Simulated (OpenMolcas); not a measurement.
# A ladder of methods for CH5FOSn (SMILES [CH3][SnH]([OH])[F])

CH5FOSn has 9 atoms, charge 0, and is taken as a singlet. SMILES: `[CH3][SnH]([OH])[F]`. The coordinates come from a PBE0-D4/def2-TZVP relaxation. This is one conformer, not always the lowest.

```xyz
9

C    -0.3480    1.3209   -0.1726
Sn   -0.2712   -0.7574    0.2376
O     1.5274   -1.3464    0.7250
F    -0.6132   -1.5960   -1.4646
H    -1.3617    1.6034   -0.4558
H    -0.0436    1.8854    0.7085
H     0.3298    1.5391   -0.9976
H    -1.3087   -1.4770    1.3718
H     2.1777   -1.2184    0.0306
```

Quantity: the dipole moment, in D. The values are calculated.

| level | kind | program | value (D) | CPU time |
| --- | --- | --- | --- | --- |
| HF/def2-SVP (core potential) | Hartree–Fock | OpenMolcas | 3.23 | 7.4 s |
| SVWN5/def2-SVP (core potential) | LDA | OpenMolcas | 2.76 | 19 s |
| BLYP/def2-SVP (core potential) | GGA | OpenMolcas | 2.70 | 30 s |
| PBE/def2-SVP (core potential) | GGA | OpenMolcas | 2.71 | 28 s |
| M06-L/def2-SVP (core potential) | meta-GGA | OpenMolcas | 2.80 | 37 s |
| TPSS/def2-SVP (core potential) | meta-GGA | OpenMolcas | 2.74 | 40 s |
| M06-2X/def2-SVP (core potential) | hybrid meta-GGA | OpenMolcas | 2.94 | 31 s |
| PBE0/def2-SVP (core potential) | global hybrid | OpenMolcas | 2.89 | 25 s |

The values span 2.70 to 3.23 D. Magnitudes only. Times are those of the runs behind each value, whatever else they computed, on shared processors of several kinds: orders of magnitude only.

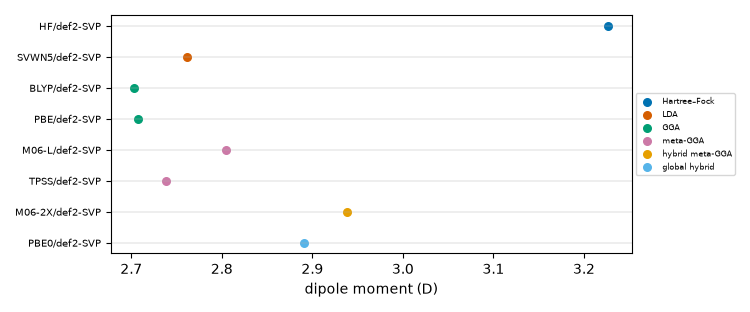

The values of the table, level by level.
